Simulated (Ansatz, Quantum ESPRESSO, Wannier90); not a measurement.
# zigzag Li chain, bond 2.95 Å, width 1.2 Å: Wannier functions and conductance, part 6 of 6

Wanted: localised orbitals and the quantum conductance of this wire: zigzag Li chain, bond 2.95 Å, width 1.2 Å.

Quantum ESPRESSO 7.5 and Wannier90 3.1.0; plane-wave DFT, PBE, GBRV ultrasoft pseudopotentials; cross-check by Ansatz 0.2.0 with PAW datasets.

So far. Step 6 (Wannier functions and transport, with num_wann = 2): The frozen window can't hold more states than there are functions: narrow it or add projections. Step 9 (Localisation, bands and conductance): Bands and channels are those of the Wannier model: bands that were not projected, and all outside the frozen window, are missing or only approximate.

## Step 13: Cross-check with Ansatz

As a check, the same structure is run in Ansatz.

Level of this step: plane-wave DFT, PBE, Ansatz PAW (Ansatz 0.2.0).

input.yaml

```yaml
crystal:
  lattice:
    - [9.0, 0.0, 0.0]
    - [0.0, 8.0, 0.0]
    - [0.0, 0.0, 5.3898051913]
  atoms:
    - { symbol: Li, position: [-0.0666666667, 0.0, 0.0] }
    - { symbol: Li, position: [0.0666666667, 0.0, 0.5] }
kpoints:
  mp_grid: { grid: [1, 1, 12] }
hamiltonian:
  xc: pbe
scf:
  occupations: { method: fermi_dirac, width: 0.05 }
  convergence: { dr2_threshold: 1.0e-08 }
output:
  transmission:
    leads: [[0, 0]]
    e_range: [-4.0, 2.0]
    de: 0.05
    kmesh: [1, 1]
    reduced_basis: true
```

Run with:

```
$ ansatz run input.yaml --threads 4 --pin off --max-ram 12288MiB --backend cpu --events-out ev --progress --plain --runs-dir out
```

Numbers of over 12 decimals in the logs are rounded to 6 here.

The log of the run:

```text
Engine: ansatz 0.2.0, x86_64-unknown-linux-gnu
Pseudopotentials: kind: paw
Pseudopotential: Li, paw, valence charge 3, recommended cutoff 420 eV (normal), Li.paw.azcp
Functional definition: PBE
  parameter kappa = 0.804
  parameter beta = 0.066725
  exchange = pbe_x(kappa = kappa, mu = beta*pi^2/3)
  correlation = pbe_c(beta = beta)
Crystal: 2 atoms, lattice volume = 388.066 Å³
Basis set: ecut = 420 eV, 7535 PW (Γ)
Bands: 7, of which v1, the nominal top of the filled ones, is band 3 counted from 1 (2 counted from 0)
Symmetry: 8 space group operations
Space group: Pmma (ITA 51), of the structure as read, at distance tolerance 7.3e-5 Å
k-points: 7 of 12
Non-local potential: Li, projectors of the file, l = 0: 3, l = 1: 2, l = 2: 1
PAW form: soft (Blöchl's): semilocal exchange-correlation on the pseudo side does not see the compensation charge
PAW one-centre angular grid: Li, 110 points (default); XC on 64 Gauss nodes
Initial density: superposition of atomic densities (neutral atoms: chi_scale 0, normalization atom), corrected by the library's trained network
Initial wavefunctions: pseudopotential atomic-orbital guess
Functional: x = pbe(κ = 0.804, μ = 0.219515), c = pbe(β = 0.066725)
SCF iter   1: F=—  HF=-407.474576 eV  |F-HF|=—  |Δ(HF+E_count)|=         —  Δρ=3.94e-4  dr2=3.63e-3  ethr=1.77e-3  ⟨swp⟩=5.9  Hψ=420  notcnv=0
preconditioner: auto → LDOS  [insulator: Δε(μ)=0.336 eV  Ē_g=2.408 eV  σ=0.050 eV  W_gap=0.50  n_scr=14 (ndim 8)  ℏωp=2.7 eV  f_vac=0.506  D(μ)=1.69/eV (n_scr^D=4)  ε∞_Penn≈2.2  β→1.0]
SCF iter   2: F=—  HF=-407.475044 eV  |F-HF|=—  |Δ(HF+E_count)|=   4.68e-4  Δρ=8.77e-5  dr2=8.30e-5  ethr=6.06e-5  ⟨swp⟩=2.1  Hψ=141  notcnv=0
SCF iter   3: F=—  HF=-407.475244 eV  |F-HF|=—  |Δ(HF+E_count)|=   2.01e-4  Δρ=2.07e-5  dr2=6.85e-6  ethr=1.38e-6  ⟨swp⟩=2.0  Hψ=83  notcnv=0
SCF iter   4: F=—  HF=-407.475251 eV  |F-HF|=—  |Δ(HF+E_count)|=   7.09e-6  Δρ=6.16e-6  dr2=5.72e-7  ethr=1.14e-7  ⟨swp⟩=2.0  Hψ=57  notcnv=0
SCF iter   5: F=—  HF=-407.475251 eV  |F-HF|=—  |Δ(HF+E_count)|=   1.05e-7  Δρ=1.87e-6  dr2=3.04e-8  ethr=9.54e-9  ⟨swp⟩=2.0  Hψ=57  notcnv=0
SCF iter   6: F=-407.475252 eV  HF=-407.475252 eV  |F-HF|=3.52e-9  |Δ(HF+E_count)|=   4.98e-8  Δρ=3.76e-7  dr2=6.72e-10  ethr=1.67e-10  ⟨swp⟩=3.7  Hψ=182  notcnv=0
SCF 1 converged in 6 iterations: F = -407.475252 eV  dr2 = 6.72e-10
  greatest PAW one-centre occupation: 1.000 electrons in one spin orbital (limit 2), on the Li atom at site 1 (counted from 0), in its partial waves of l = 0
transmission: 7 of 42 steps passed
transmission: 14 of 42 steps passed
[...]
transmission: 42 of 42 steps passed
SCF converged after 6 iterations
Free energy (F): -407.475252 eV
Harris-Foulkes:  -407.475252 eV  (|F-HF|=3.52e-9)
Internal energy: -407.463202 eV  (E = F + TS)
E sigma→0 (E₀):  -407.469227 eV
Entropy (-TS):   -0.012050 eV (-6.025 meV/atom)
Fermi energy:    -2.566636 eV
--- Per-component energies (eV) ---
  E_band       = -208.773799
  E_kinetic    = 39.389255
  E_local      = -439.734980  (includes V_loc(G=0)·N_el)
  E_nonlocal   = -66.591941
  E_hartree    = 152.783702
  E_xc         = -17.440472
  E_vxc        = -22.354352  (∫ρ·V_xc dr)
  E_paw        = -41.909282  (= ΣΔE_a)
  E_vpaw       = -25.049312  (= ΣTr[D̂ρ^β])
  E_aug_tail   = 0.000027  (compensation charges beyond the density's cutoff)
  E_ewald      = -33.959510
  E_smearing   = -0.012050  (= −TS)
  E_closure    = -0.000000  (closes the sum)
  Σ components = -407.475252   (vs F -407.475252, Δ=0.00e0)
--- Band table (eV; the first three rows and the last of 7) ---
  k-point 0: bands = ["-50.5943", "-50.5859", "-3.5387", "-1.2923", "-1.1029", "-0.5903", "-0.1471"]
  k-point 1: bands = ["-50.5941", "-50.5860", "-3.5111", "-1.2683", "-1.0682", "-0.7143", "-0.1204"]
  k-point 2: bands = ["-50.5937", "-50.5864", "-3.4283", "-1.2357", "-0.9721", "-0.9642", "-0.0441"]
  k-point 6: bands = ["-50.5901", "-50.5901", "-2.5670", "-2.5670", "-0.2298", "-0.2298", "0.1271"]
--- Transmission ---
  basis      : 629 plane waves across, 7 finite elements along
  points     : 1, standing for a mesh of 1 x 1
  energies   : 121 from -4.000000 to 2.000000 eV about the Fermi level, 0.050000 eV apart; the leads are filled to 0.000000 eV, and channels, transmission and decay are at 0.000000 eV
  crystal 0  : Li2, at the sites [0, 0], period 5.3898 Å: whole cells are its period
    offset         : up to 0.0000 Å between an atom of the period and one for which it stands
    channels       : 1.000000e0 a spin
    conductance    : none, the energies end too early or step too widely for 300 K: set another output.transmission.e_range or a lower de, or, where they end at an eighth of basis.ecutwfc, a higher one
```

Elapsed: 14 s, on 4 threads of Intel Xeon at 2.60GHz (Ice Lake), shared host; peak memory 0.61 GiB.

This step gave:

| Item | Value |
| --- | --- |
| free energy | -407.4753 eV |
| energy at zero smearing | -407.4692 eV |
| smearing term TS | 0.01205 eV |
| Fermi energy | -2.567 eV |
| symmetry operations | 8 |
| lead channels at the Fermi level, one spin | 1 |

Per spin. The open channels by energy, zero at the Fermi level:

```csv
energy (eV),open channels
-1.000,0
-0.500,1
0.000,1
0.500,1
1.000,1
1.500,1
2.000,2
```

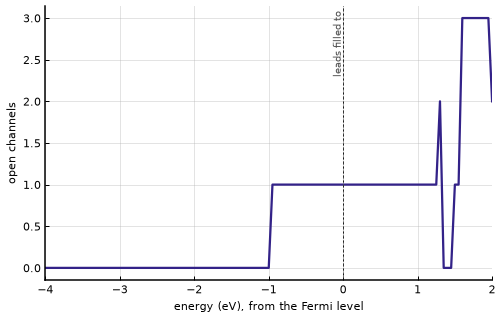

Open channels against energy.

## Step 14: A check by hand

1 channel × 77.48 µS = 77 µS, a two-terminal resistance of 12.906/1 = 12.91 kΩ whatever the wire's length, as long as nothing scatters.

## Step 15: Outcome

| Quantity | Value |
| --- | --- |
| open channels at the Fermi level, per spin | 1 |
| total spread | 19.3 Å² |
| gauge-invariant spread | 16.7 Å² |
| largest band misfit in the frozen window | 0.0302 eV |
| channels at the Fermi level by Ansatz | 1 |

In words: The wire offers 1 channel per spin at the Fermi level. Between -4 and 1.5 eV the channel count from Wannier functions equals that from Ansatz's layer matching at 100 % of the energies; outside the frozen window the Wannier bands are not held to the plane-wave ones. Each plane-wave level in the frozen window has a Wannier level within 0.04 eV; this test doesn't see extra bands that a model may add. The wire is perfect, so the conductance only counts bands: each channel, with its partner of the other spin, carries G₀ = 2e²/h. It was run without spin polarisation, which was not tested.

[Logs are printed without paths, hosts, clocks, repeated set-up lines and the standing remarks that a program may print on its own settings, such as how far it seeks lower states.]

[Hosts, paths, dates, database ids (printed as entryN), source tags and the programs' standing remarks are cut or masked in the printed files.]

[Maps of the electrostatic potential energy from Ansatz leave out the sawtooth potential of an applied field or a dipole correction, so their vacuum need not be flat; planar profiles and work functions include it.]
